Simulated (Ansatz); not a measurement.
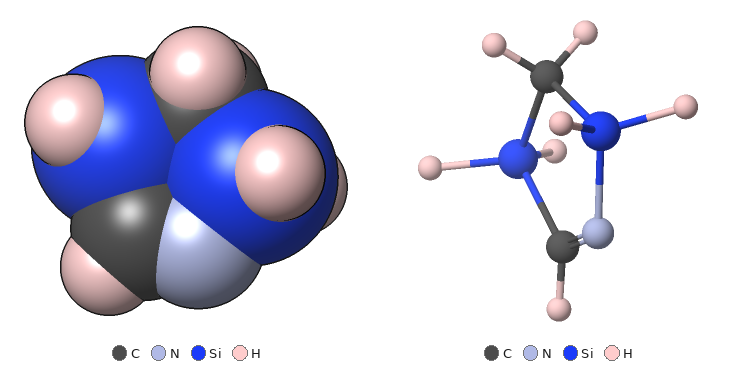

Both panels show the same species.

The geometry was computed by an optimisation with PBE-D4/def2-SVP. No frequency run is at hand to confirm it as a minimum.

Identify the structure.

It has 12 atoms: 2 carbon, 7 hydrogen, 1 nitrogen and 2 silicon (C₂H₇NSi₂). SMILES: `C1=N[SiH2]C[SiH2]1`. Independent rings (smallest set): 1 of 5 members. Among its groups: imine, Si–H bond, Si–N bond. This geometry has Cs symmetry. Coordination: 1 C trigonal planar; 1 N bent; 2 Si tetrahedral; 1 C tetrahedral.
